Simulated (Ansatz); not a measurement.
Pressure series in CsPbCl3

Base system: CsPbCl₃ (space group Amm2, No. 38; a cell from a computed database, its experimental status unchecked).

```cif
data_Cl6Cs2Pb2
_chemical_formula_sum 'Cs2 Pb2 Cl6'
_space_group_name_H-M_alt 'P 1'
_space_group_IT_number 1
_cell_length_a 5.75397
_cell_length_b 7.87002
_cell_length_c 7.87002
_cell_angle_alpha 89.999
_cell_angle_beta 90.000
_cell_angle_gamma 90.000
loop_
_space_group_symop_operation_xyz
  'x, y, z'
loop_
_atom_site_label
_atom_site_type_symbol
_atom_site_fract_x
_atom_site_fract_y
_atom_site_fract_z
_atom_site_occupancy
Cs1 Cs 0.50000 0.99342 0.99342 1
Cs2 Cs 0.50000 0.49080 0.49080 1
Pb1 Pb 0.00000 0.49304 0.99252 1
Pb2 Pb 0.00000 0.99252 0.49304 1
Cl1 Cl 0.00000 0.68336 0.30214 1
Cl2 Cl 0.00000 0.30214 0.68336 1
Cl3 Cl 0.50000 0.99294 0.49246 1
Cl4 Cl 0.50000 0.49246 0.99294 1
Cl5 Cl 0.00000 0.80305 0.80305 1
Cl6 Cl 0.00000 0.18427 0.18427 1
```

Cell and atoms are relaxed at each pressure.

Level of theory: r2SCAN (Ansatz, a quantum-chemistry and plane-wave program; PAW; 500 eV plane waves; no spin-orbit coupling), earlier PAW set.

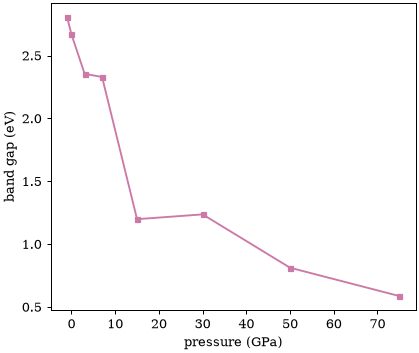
Figure: Band gap against pressure

```csv
pressure (GPa),band gap
-1,2.81 eV
3,2.36 eV
7,2.33 eV
15,1.20 eV
30,1.24 eV
50,0.81 eV
75,0.59 eV
```

With Pb present, leaving out spin-orbit coupling can change the band edges. Load acts through the strain it causes; cell and atoms are relaxed under it. No phonon test of stability was made. No other phases were tried under pressure. This is not the structure that CsPbCl3 has at room temperature and ambient pressure.
